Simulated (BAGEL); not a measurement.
# A workflow on singlet C2H2FSi+

Aim: a single-point energy (singlet C2H2FSi+, HF/def2-SV(P)), then the energy (doublet C2H2FSi, NEVPT2(3,3)/def2-SV(P)), then the energy (doublet C2H2FSi, CASPT2(3,3)/def2-SV(P)) of C2H2FSi. 

The results are computed with BAGEL 1.2.2.

**1. Starting point**

The species is C2H2FSi+ (6 atoms), meant as a singlet with charge +1. SMILES of the parent species: `C#C[SiH]F`. One bond was lengthened or shortened from a relaxed shape. That shape belongs to the parent species and isn't relaxed for this state.

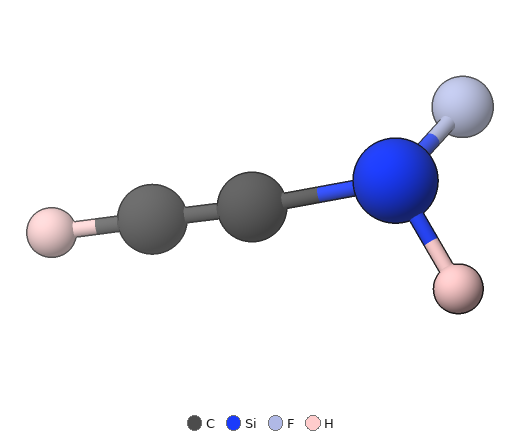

Viewed from a chosen angle; carbon dark grey, silicon blue, fluorine light blue, hydrogen pink.

**2. A single-point energy at HF/def2-SV(P) (density fitting with svp-jkfit) (run 1)**

Input file job.json:

```json
{ "bagel" : [

{
  "title" : "molecule",
  "basis" : "def2-sv_p_.json",
  "df_basis" : "svp-jkfit",
  "angstrom" : true,
  "geometry" : [
    { "atom" : "C", "xyz" : [       0.120771,      -0.618603,      -1.457968 ] },
    { "atom" : "C", "xyz" : [       0.123071,      -0.152303,      -0.342368 ] },
    { "atom" : "Si", "xyz" : [       0.340971,       0.528097,       1.316532 ] },
    { "atom" : "F", "xyz" : [      -0.475329,      -0.350903,       2.374532 ] },
    { "atom" : "H", "xyz" : [       0.100300,      -1.089200,      -2.590300 ] },
    { "atom" : "H", "xyz" : [      -0.154429,       1.925797,       1.392032 ] }
  ]
},

{
  "title" : "hf",
  "charge" : 1
},

{
  "title" : "print",
  "file" : "orbitals.molden",
  "orbitals" : true
}

]}
```

The basis set def2-SV(P) is read from a file made from the Basis Set Exchange's data (not shown).

Command:

```
BAGEL_NUM_THREADS=1 BAGEL job.json > job.out
```

Output:

```text
* using 1 threads per process

  ===============================================================
  ===============================================================

  *** Geometry ***

  { "atom" : "C", "xyz" : [      0.228224,     -1.168990,     -2.755160 ] },
  { "atom" : "C", "xyz" : [      0.232570,     -0.287811,     -0.646982 ] },
  { "atom" : "Si", "xyz" : [      0.644342,      0.997959,      2.487885 ] },
  { "atom" : "F", "xyz" : [     -0.898242,     -0.663111,      4.487215 ] },
  { "atom" : "H", "xyz" : [      0.189540,     -2.058290,     -4.894958 ] },
  { "atom" : "H", "xyz" : [     -0.291829,      3.639229,      2.630559 ] },

  Number of auxiliary basis functions:      391

  Since a DF basis is specified, we compute 2- and 3-index integrals:
    o Being stored without compression. Storage requirement is 0.013 GB

  Number of basis functions:       64
  Number of electrons      :       37

    * METHOD: MOLECULE                             0.13

  *** RHF ***

  === Nuclear Repulsion ===
   129.9943266626

      * DIIS with orbital gradients will be used.

  === RHF iteration (def2-sv_p_.json) ===
      0       -464.45575090          0.02451968           0.03
      1       -464.59189746          0.01605564           0.03
      2       -464.66193333          0.00225725           0.03
      3       -464.66377936          0.00097113           0.03
      4       -464.66410642          0.00024616           0.03
      5       -464.66413999          0.00012923           0.03
      6       -464.66415375          0.00007944           0.03
      7       -464.66416406          0.00003162           0.03
      8       -464.66416546          0.00001567           0.03
      9       -464.66416569          0.00000847           0.03
     10       -464.66416576          0.00000361           0.03
     11       -464.66416577          0.00000178           0.03
     12       -464.66416577          0.00000071           0.03
     13       -464.66416577          0.00000033           0.03
     14       -464.66416578          0.00000016           0.03
     15       -464.66416578          0.00000011           0.04
     16       -464.66416578          0.00000007           0.04
     17       -464.66416578          0.00000004           0.03
     18       -464.66416578          0.00000002           0.04
     19       -464.66416578          0.00000001           0.03
    * SCF iteration converged.

    * Permanent dipole moment:
           (   -1.323655,    -0.753572,     0.729328) a.u.

    * METHOD: HF                                   0.78

    * METHOD: PRINT                                0.01

  ===============================================================
```

Run time: 1.1 s. Hardware: 1 thread of Arm Neoverse V1, shared host; peak memory 0.14 GiB.

**3. Doublet neutral C2H2FSi: a single-point energy at NEVPT2(3,3)/def2-SV(P) (density fitting with svp-jkfit) (run 2)**

Input file input.json:

```json
{ "bagel": [

{
  "title": "molecule",
  "basis": "def2-sv_p_.json",
  "df_basis": "svp-jkfit",
  "angstrom": true,
  "geometry": [
    { "atom": "C", "xyz": [       0.120771,      -0.618603,      -1.457968 ] },
    { "atom": "C", "xyz": [       0.123071,      -0.152303,      -0.342368 ] },
    { "atom": "Si", "xyz": [       0.340971,       0.528097,       1.316532 ] },
    { "atom": "F", "xyz": [      -0.475329,      -0.350903,       2.374532 ] },
    { "atom": "H", "xyz": [       0.100300,      -1.089200,      -2.590300 ] },
    { "atom": "H", "xyz": [      -0.154429,       1.925797,       1.392032 ] }
  ]
},

{ "title": "hf", "charge": 1 },

{
  "title": "casscf",
  "nstate": 1,
  "nact": 3,
  "nclosed": 17,
  "charge": 0,
  "nspin": 1,
  "active": [15, 19, 23],
  "maxiter": 200,
  "natocc": true
},

{
  "title": "nevpt2",
  "nstate": 1,
  "nact": 3,
  "nclosed": 17,
  "charge": 0,
  "nspin": 1,
  "active": [15, 19, 23],
  "maxiter": 200,
  "natocc": true,
  "ncore": 8
},

{ "title": "print", "file": "orbitals.molden", "orbitals": true }

]}
```

The basis set def2-SV(P) is read from a file made from the Basis Set Exchange's data (not shown).

Command:

```
BAGEL_NUM_THREADS=1 BAGEL input.json > input.out
```

Output:

```text
* using 1 threads per process

  ===============================================================
  ===============================================================

  *** Geometry ***

  { "atom" : "C", "xyz" : [      0.228224,     -1.168990,     -2.755160 ] },
  { "atom" : "C", "xyz" : [      0.232570,     -0.287811,     -0.646982 ] },
  { "atom" : "Si", "xyz" : [      0.644342,      0.997959,      2.487885 ] },
  { "atom" : "F", "xyz" : [     -0.898242,     -0.663111,      4.487215 ] },
  { "atom" : "H", "xyz" : [      0.189540,     -2.058290,     -4.894958 ] },
  { "atom" : "H", "xyz" : [     -0.291829,      3.639229,      2.630559 ] },

  Number of auxiliary basis functions:      391

  Since a DF basis is specified, we compute 2- and 3-index integrals:
    o Being stored without compression. Storage requirement is 0.013 GB

  Number of basis functions:       64
  Number of electrons      :       37

    * METHOD: MOLECULE                             0.14

  *** RHF ***

  === Nuclear Repulsion ===
   129.9943266626

      * DIIS with orbital gradients will be used.

  === RHF iteration (def2-sv_p_.json) ===
      0       -464.45575090          0.02451968           0.04
      1       -464.59189746          0.01605564           0.03
      2       -464.66193333          0.00225725           0.03
      3       -464.66377936          0.00097113           0.03
      4       -464.66410642          0.00024616           0.03
      5       -464.66413999          0.00012923           0.03
      6       -464.66415375          0.00007944           0.03
      7       -464.66416406          0.00003162           0.03
      8       -464.66416546          0.00001567           0.03
      9       -464.66416569          0.00000847           0.03
     10       -464.66416576          0.00000361           0.03
     11       -464.66416577          0.00000178           0.03
     12       -464.66416577          0.00000071           0.04
     13       -464.66416577          0.00000033           0.04
     14       -464.66416578          0.00000016           0.03
     15       -464.66416578          0.00000011           0.03
     16       -464.66416578          0.00000007           0.03
     17       -464.66416578          0.00000004           0.03
     18       -464.66416578          0.00000002           0.03
     19       -464.66416578          0.00000001           0.03
    * SCF iteration converged.

    * Permanent dipole moment:
           (   -1.323655,    -0.753572,     0.729328) a.u.

    * METHOD: HF                                   0.78

  ---------------------------
      CASSCF calculation
  ---------------------------

    ==== Active orbitals : =====
         Orbital 15
         Orbital 19
         Orbital 23
    ============================

    * nstate   :      1
    * nclosed  :     17
    * nact     :      3
    * nvirt    :     44
  === CASSCF iteration (def2-sv_p_.json) ===

    * Using the second-order algorithm

      0  0      -464.94454529     1.49e-02      0.02

      1  0      -464.97676652     9.80e-04      0.22

      2  0      -464.99378392     1.16e-03      0.17

      3  0      -464.99488471     1.01e-04      0.20

      4  0      -464.99489522     1.23e-05      0.19

      5  0      -464.99489531     1.80e-06      0.20

      6  0      -464.99489531     3.36e-07      0.21

      7  0      -464.99489531     6.78e-08      0.21

      8  0      -464.99489531     1.38e-08      0.19

      9  0      -464.99489531     2.80e-09      0.18

    * Second-order optimization converged. *

     guess   0:   closed 1..                  open .1.

  === FCI iteration ===

      0  0      -464.97491005     5.76e-02      0.00
      1  0      -464.99482475     2.66e-03      0.00
      2  0      -464.99489524     8.80e-05      0.00
      3  0      -464.99489531     6.56e-06      0.00
      4  0      -464.99489531     2.56e-07      0.00
      5  0      -464.99489531     5.61e-09      0.00
      6  0 *    -464.99489531     1.98e-11      0.00

     * ci vector, state   0, <S^2> = 0.7500
       2a.     0.9933717938
       .a2     0.1149044349

    * METHOD: CASSCF                               1.86

    * freezing 8 orbitals

  === DF-NEVPT2 calculation ===

    * 3-index integral transformation done
    * assembly done

      NEVPT2 correlation energy:   -0.4779838630      0.08

          (+0)     -0.4045909690
          (+0)'    -0.0158962127
          (+1)     -0.0142752741
          (+1)'    -0.0001952786
          (+2)     -0.0001233862
          (-1)     -0.0366978830
          (-1)'    -0.0003380910
          (-2)     -0.0058667684

      NEVPT2 total energy:       -465.4728791742

    * METHOD: NEVPT2                               0.15

    * METHOD: PRINT                                0.01

  ===============================================================
```

Wall time 3.3 s (1 thread of Arm Neoverse V1, shared host); peak memory 0.14 GiB.

**4. Doublet neutral C2H2FSi: a single-point energy at CASPT2(3,3)/def2-SV(P) (density fitting with svp-jkfit) (run 3)**

Input file input.json:

```json
{ "bagel" : [

{
  "title" : "molecule",
  "basis" : "def2-sv_p_.json",
  "df_basis" : "svp-jkfit",
  "angstrom" : true,
  "geometry" : [
    { "atom" : "C", "xyz" : [       0.120771,      -0.618603,      -1.457968 ] },
    { "atom" : "C", "xyz" : [       0.123071,      -0.152303,      -0.342368 ] },
    { "atom" : "Si", "xyz" : [       0.340971,       0.528097,       1.316532 ] },
    { "atom" : "F", "xyz" : [      -0.475329,      -0.350903,       2.374532 ] },
    { "atom" : "H", "xyz" : [       0.100300,      -1.089200,      -2.590300 ] },
    { "atom" : "H", "xyz" : [      -0.154429,       1.925797,       1.392032 ] }
  ]
},

{ "title" : "hf", "charge" : 1 },

{ "title" : "casscf", "nstate" : 1, "nact" : 3, "nclosed" : 17, "nspin" : 1, "active" : [15, 19, 23], "maxiter" : 200, "natocc" : true },

{ "title" : "print", "file" : "orbitals.molden", "orbitals" : true },

{ "title" : "smith", "method" : "caspt2", "ms" : true, "xms" : true, "sssr" : true, "shift" : 0.2, "shift_imag" : true, "ncore" : 8 }

]}
```

The basis set def2-SV(P) is read from a file made from the Basis Set Exchange's data (not shown).

Command:

```
BAGEL_NUM_THREADS=1 BAGEL input.json > input.out
```

Output:

```text
* using 1 threads per process

  ===============================================================
  ===============================================================

  *** Geometry ***

  { "atom" : "C", "xyz" : [      0.228224,     -1.168990,     -2.755160 ] },
  { "atom" : "C", "xyz" : [      0.232570,     -0.287811,     -0.646982 ] },
  { "atom" : "Si", "xyz" : [      0.644342,      0.997959,      2.487885 ] },
  { "atom" : "F", "xyz" : [     -0.898242,     -0.663111,      4.487215 ] },
  { "atom" : "H", "xyz" : [      0.189540,     -2.058290,     -4.894958 ] },
  { "atom" : "H", "xyz" : [     -0.291829,      3.639229,      2.630559 ] },

  Number of auxiliary basis functions:      391

  Since a DF basis is specified, we compute 2- and 3-index integrals:
    o Being stored without compression. Storage requirement is 0.013 GB

  Number of basis functions:       64
  Number of electrons      :       37

    * METHOD: MOLECULE                             0.13

  *** RHF ***

  === Nuclear Repulsion ===
   129.9943266626

      * DIIS with orbital gradients will be used.

  === RHF iteration (def2-sv_p_.json) ===
      0       -464.45575090          0.02451968           0.04
      1       -464.59189746          0.01605564           0.03
      2       -464.66193333          0.00225725           0.03
      3       -464.66377936          0.00097113           0.03
      4       -464.66410642          0.00024616           0.03
      5       -464.66413999          0.00012923           0.03
      6       -464.66415375          0.00007944           0.03
      7       -464.66416406          0.00003162           0.03
      8       -464.66416546          0.00001567           0.03
      9       -464.66416569          0.00000847           0.03
     10       -464.66416576          0.00000361           0.03
     11       -464.66416577          0.00000178           0.03
     12       -464.66416577          0.00000071           0.03
     13       -464.66416577          0.00000033           0.03
     14       -464.66416578          0.00000016           0.03
     15       -464.66416578          0.00000011           0.03
     16       -464.66416578          0.00000007           0.03
     17       -464.66416578          0.00000004           0.03
     18       -464.66416578          0.00000002           0.03
     19       -464.66416578          0.00000001           0.03
    * SCF iteration converged.

    * Permanent dipole moment:
           (   -1.323655,    -0.753572,     0.729328) a.u.

    * METHOD: HF                                   0.77

  ---------------------------
      CASSCF calculation
  ---------------------------

    ==== Active orbitals : =====
         Orbital 15
         Orbital 19
         Orbital 23
    ============================

    * nstate   :      1
    * nclosed  :     17
    * nact     :      3
    * nvirt    :     44
  === CASSCF iteration (def2-sv_p_.json) ===

    * Using the second-order algorithm

      0  0      -464.94454529     1.49e-02      0.02

      1  0      -464.97676652     9.80e-04      0.22

      2  0      -464.99378392     1.16e-03      0.18

      3  0      -464.99488471     1.01e-04      0.21

      4  0      -464.99489522     1.23e-05      0.21

      5  0      -464.99489531     1.80e-06      0.22

      6  0      -464.99489531     3.36e-07      0.22

      7  0      -464.99489531     6.78e-08      0.21

      8  0      -464.99489531     1.38e-08      0.18

      9  0      -464.99489531     2.80e-09      0.17

    * Second-order optimization converged. *

     guess   0:   closed 1..                  open .1.

  === FCI iteration ===

      0  0      -464.97491005     5.76e-02      0.00
      1  0      -464.99482475     2.66e-03      0.00
      2  0      -464.99489524     8.80e-05      0.00
      3  0      -464.99489531     6.56e-06      0.00
      4  0      -464.99489531     2.56e-07      0.00
      5  0      -464.99489531     5.61e-09      0.00
      6  0 *    -464.99489531     1.98e-11      0.00

     * ci vector, state   0, <S^2> = 0.7500
       2a.     0.9933717938
       .a2     0.1149044349

    * METHOD: CASSCF                               1.90

    * METHOD: PRINT                                0.01

  === SMITH program ===

    * freezing 8 orbitals

    * Approximate memory requirement for SMITH calulation per MPI process:
      o Storage requirement for T-amplitude, lambda, and residual is 0.01 GB
      o Storage requirement for MO integrals is 0.00 GB
    * Calculating and saving rdm4f

    * Zeroth order energy : state  0       -1.4792077979

    * CASPT2 iteration is performed using orthogonal basis

      -------------------------------------------  CASPT2 iteration  ---------------------------------------------------
       #      aibj      arbs      arbi      airj      risj      airs      arst      rist         Etot      error   time
      ------------------------------------------------------------------------------------------------------------------

       0  -0.40354  -0.00712  -0.03896  -0.01630  -0.00021  -0.01403  -0.00034  -0.00019   -0.4806939  0.0016086   0.05
       1  -0.40375  -0.00714  -0.03904  -0.01643  -0.00023  -0.01435  -0.00035  -0.00020   -0.4814886  0.0002700   0.04
       2  -0.40376  -0.00714  -0.03904  -0.01643  -0.00023  -0.01435  -0.00035  -0.00021   -0.4815138  0.0000462   0.04
       3  -0.40376  -0.00714  -0.03905  -0.01643  -0.00023  -0.01435  -0.00035  -0.00021   -0.4815145  0.0000100   0.04
       4  -0.40376  -0.00714  -0.03905  -0.01643  -0.00023  -0.01435  -0.00035  -0.00021   -0.4815146  0.0000025   0.04
       5  -0.40376  -0.00714  -0.03905  -0.01643  -0.00023  -0.01435  -0.00035  -0.00021   -0.4815146  0.0000005   0.04

      ------------------------------------------------------------------------------------------------------------------

    * CASPT2 energy : state  0     -465.4794968320
        w/o shift correction       -465.4764098909
        reference weight              0.8574357210

    * METHOD: SMITH                                0.37

  ===============================================================
```

Run time: 3.6 s. Hardware: 1 thread of Arm Neoverse V1, shared host; peak memory 0.14 GiB.

**5. Results**

| quantity | value |
| --- | --- |
| run 1, HF/def2-SV(P): total energy | -464.66417 Eh |
| run 1, HF/def2-SV(P): HOMO energy | -17.27 eV |
| run 1, HF/def2-SV(P): LUMO energy | -7.55 eV |
| run 1, HF/def2-SV(P): HOMO–LUMO gap | 9.73 eV |
| doublet neutral C2H2FSi, run 2: total energy | -465.47288 Eh |
| doublet neutral C2H2FSi, run 3: total energy | -465.47950 Eh |
